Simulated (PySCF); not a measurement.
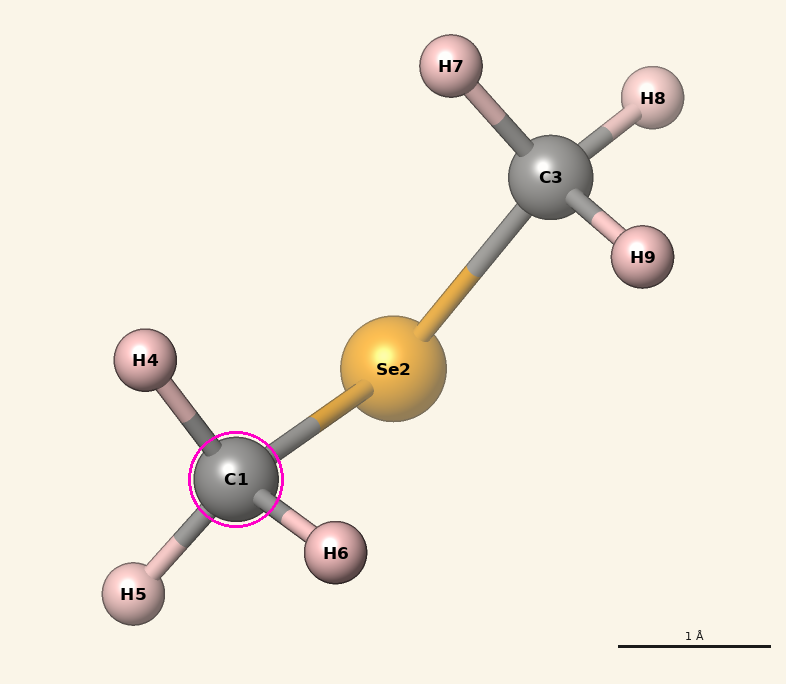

Orthographic view. Atoms fade into the background with distance from the viewer. The geometry was computed by an optimisation with PBE0-D3(BJ)/def2-SVP. No frequency run is at hand to confirm it as a minimum.

Q: Name the neighbours of the circled atom.

A: The circled atom is C1; it is bonded to Se2, H4, H5, H6.

Q: Which two atoms are farthest apart in space?

A: H5 and H8, 4.78 Å.

Q: Of C3 and H8, which is nearer the viewer?

A: C3; the bond to H8 points away from the viewer, so it looks shorter than its 1.10 Å.

Q: What is the shortest path along bonds from the circled atom to H8?

A: C1–Se2–C3–H8, 3 bonds; through space the two are 3.88 Å apart.
